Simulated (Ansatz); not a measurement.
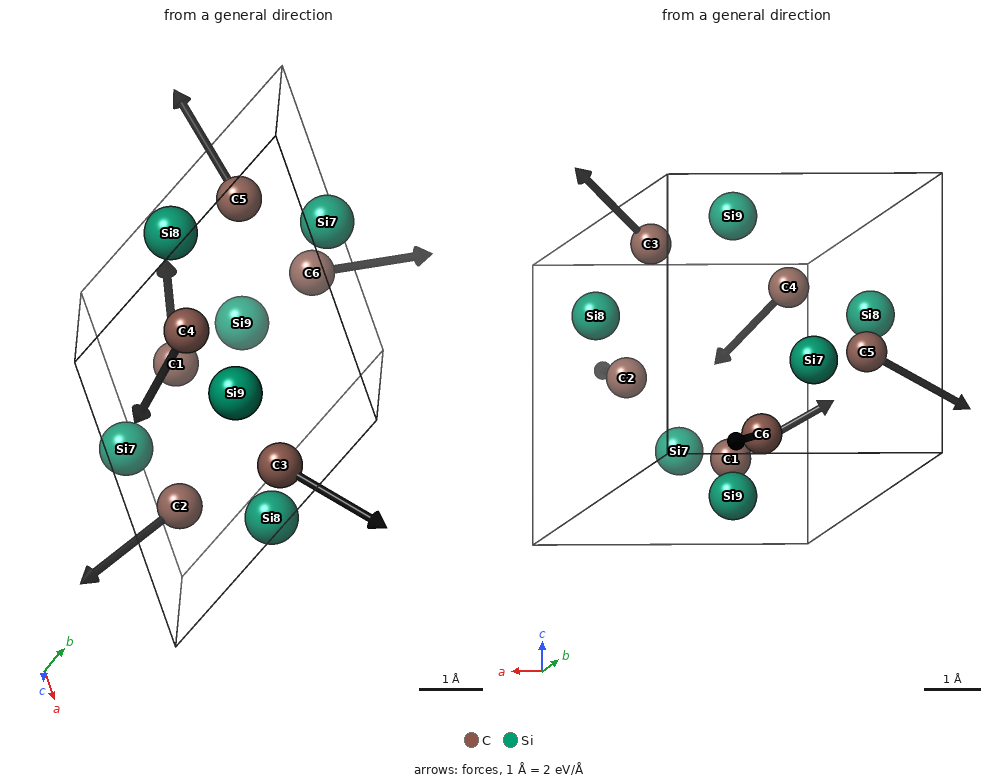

A spheres-only picture of a crystal structure, seen from two general directions. The box is the simulation cell; atoms on or close to its faces, edges and corners are drawn wherever they repeat. The arrows are the computed forces on the atoms.

System: SiC2. Theory: DFT, PAW plane waves, PBE (Ansatz 0.2.0). Numerical settings: plane waves to 420 eV, 8×8×6 k-mesh, Fermi-Dirac smearing of 0.14 eV, no spin polarisation.

Judging by the arrows, is the geometry relaxed?

No. The atoms still feel forces of up to about 3.6 eV/Å, far above a usual threshold of 0.01 to 0.03 eV/Å.

Provenance: a generated cell, made by putting these elements into a known structure type (the compound may or may not exist in this form); not relaxed. A calculation with Ansatz used it as input.
